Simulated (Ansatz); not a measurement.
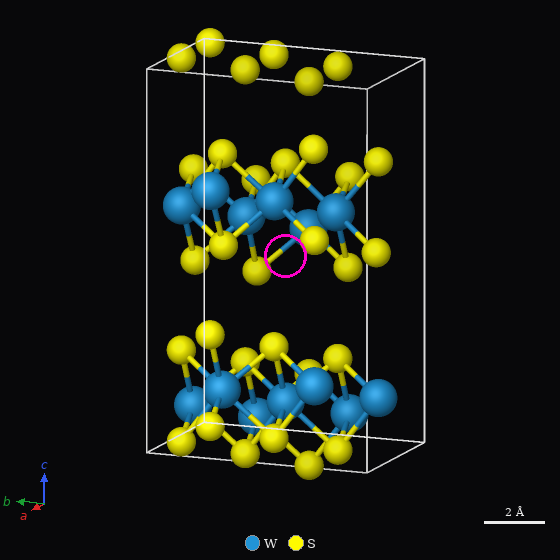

Crystal structure, ball-and-stick style, seen from a general direction. The edges of the supercell are marked. The host is WS₂, in a cell of 36 sites, and the cell is neutral. A ring marks the defect's site.

### What imperfection does the supercell contain?

A sulfur vacancy. Around the empty site lie three W at about 2.4 Å.

The atoms were relaxed in the host's cell with DFT r2SCAN, scalar-relativistic, plane waves, PAW (Ansatz).
